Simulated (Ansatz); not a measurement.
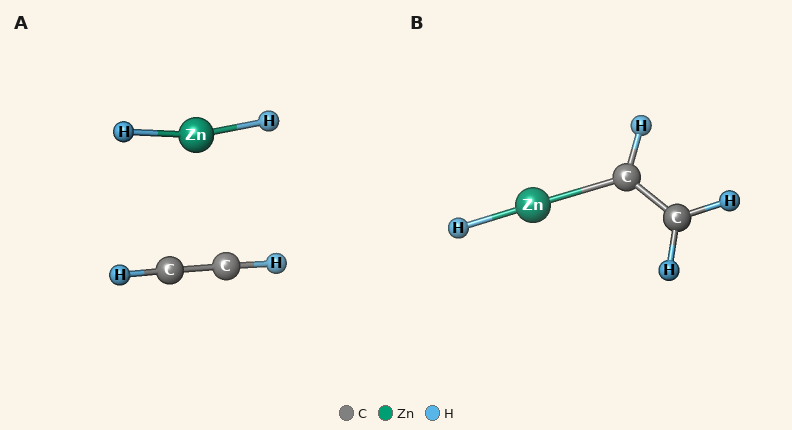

2 stationary structures of one formula. Geometries: PBE0-D4/def2-TZVP. Electronic energies: B3LYP-D4/def2-TZVPP (Ansatz 0.2.0), without zero-point energy. No frequency run is at hand to confirm each as a minimum. Each is one conformer, not always the lowest.

### Which structure is the most stable?

B is lowest (Cs); A lies 38.6 kcal/mol above it (C2v).
